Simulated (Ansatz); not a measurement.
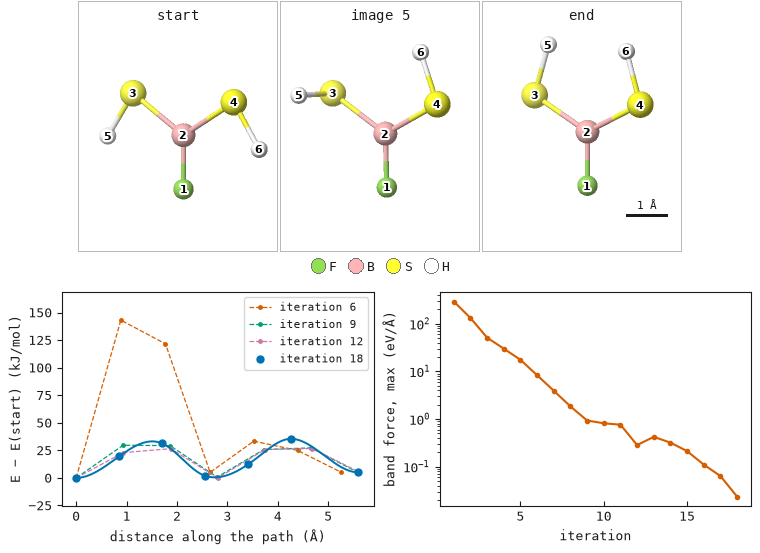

A search for the minimum-energy path of BH2S2F by the nudged elastic band. Images are numbered from 0 (start) to 6 (end). The plot follows the band through its iterations. The picture is a ball-and-stick view, seen from a free direction.

All numbers below come from Ansatz, RKS PBE-D4/def2-SVP. Run with 5 movable images; climbing image; force threshold 0.05 eV/Å; iteration limit 60; starting path through a guess of the saddle point.

> Did the band converge, and can the barrier be trusted?

The run is converged, with reservations. The band converged in 18 iterations. The largest component of the band force went from 290 to 0.024 eV/Å. The climbing image converged on the top of the path. Its vibrational analysis gives one imaginary mode (341i cm⁻¹), as a transition state must have. The first iteration put the highest image at 7061.5 kJ/mol. Forward barrier 35.5 kJ/mol, backward barrier 30.4 kJ/mol, with image 5 at the top; the reaction energy is +5.1 kJ/mol. The profile has 2 maxima (images 2, 5) with a dip at image 3 (+1.9 kJ/mol), so the process runs in steps.

The run took roughly 2.4 core-minutes on a shared host.
